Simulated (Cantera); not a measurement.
Input: 1 mol CH₃SiH₃, 0.013 mol C₂H₄, 58 mol H₂, held at 230 Pa.

These are equilibrium values from Cantera (NASA tables, ideal gas, pure condensed phases), not measurements of a reactor. Candidate condensed phases: C, C₆H₆, C₇H₈, C₈H₁₈, Si, SiC; 87 gas species. The feed counts by its element totals alone. Gases not in the tables: Si₂H₆ and higher silanes. The numbers say what is thermodynamically allowed, not how fast it happens.

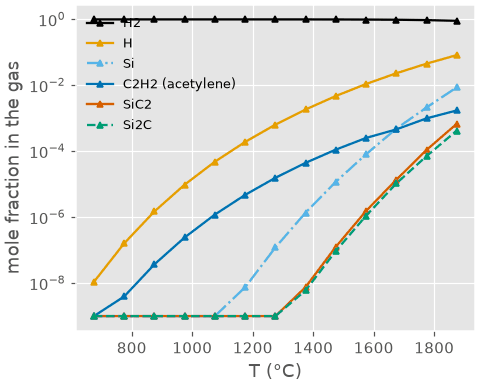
*Equilibrium gas composition (values under 1e-9 drawn at 1e-9)*

### Question
Read off the mole fractions at 1775 °C.

### Answer
H₂ about 0.95, H about 0.046, Si about 0.0021, C₂H₂ (acetylene) about 0.00100, SiC₂ about 0.00011, Si₂C about 7.2e-5.
